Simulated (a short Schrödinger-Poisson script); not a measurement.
Stack: symmetric double-gate stack, SiO2 on p-type Si(100), at 300 K.

```tsv
layer	material	thickness (nm)	Na (cm⁻³)
1	SiO2	2.9	-
2	Si	3	1e17
3	SiO2	2.9	-
```

The device is made up for the run: typed textbook-type constants, with dimensions and the other settings drawn at random. SiO2: permittivity 3.9, conduction-band edge (eV) 3.15, gap (eV) 9, electron mass (mₑ) 0.5. Si: permittivity 11.7, conduction-band edge (eV) 0, gap (eV) 1.124, Nv at 300 K (cm⁻³) 3.1e19.

Channel valleys (confinement mass, in-plane density-of-states mass, number): Δ2 0.916, 0.19, 2; Δ4 0.19, 0.417, 4. At the gates, both at one voltage, the conduction-band edge of layer 1 lies 3.71 eV − eVg above the Fermi level of the channel. Gaps are held at their typed values at every temperature. Mesh 0.03 nm at interfaces.

From a short Schrödinger-Poisson script (our own, NumPy): 1D Poisson equation in equilibrium, electrons quantum, Hartree (BenDaniel-Duke, 12 states a valley, the channel's in-plane mass for all, wave functions free to enter the dielectric), parabolic valleys, classical holes, full ionisation, no traps, pinning or gate leakage.

Only gate voltages with over 1e8 electrons/cm² are shown.

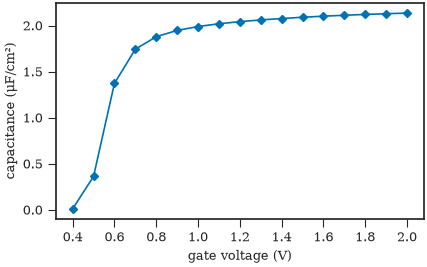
Figure: Quasi-static capacitance against gate voltage

```tsv
Vg (V)	electrons (cm⁻²)	C (μF/cm²)	Δ2 E0 (meV)	Δ2 E1 (meV)	Δ4 E0 (meV)	Δ4 E1 (meV)
0.4	1.77e9	0.0111	203.2	325.4	299.2	718.7
0.5	6.94e10	0.362	108.1	230.3	204.1	623.5
0.6	6.32e11	1.37	49.6	170.9	145.3	563.6
0.7	1.63e12	1.74	22.8	142.6	118.0	534.4
0.8	2.76e12	1.88	6.4	124.5	101.1	515.3
0.9	3.96e12	1.95	-5.7	110.7	88.5	500.4
1	5.19e12	1.99	-15.4	99.2	78.2	487.8
1.1	6.44e12	2.02	-23.6	89.3	69.6	476.8
1.2	7.70e12	2.04	-30.6	80.4	62.0	467.0
1.3	8.98e12	2.06	-36.9	72.5	55.2	457.9
1.4	1.03e13	2.08	-42.4	65.2	49.2	449.6
1.5	1.16e13	2.09	-47.4	58.6	43.8	441.9
1.6	1.29e13	2.10	-51.9	52.4	38.8	434.8
1.7	1.42e13	2.11	-56.0	46.7	34.3	428.0
1.8	1.55e13	2.12	-59.7	41.3	30.1	421.7
1.9	1.68e13	2.13	-63.2	36.3	26.2	415.6
2	1.82e13	2.14	-66.4	31.6	22.6	409.9
```

Subbands count from the Fermi level. The capacitance is that of both gates.
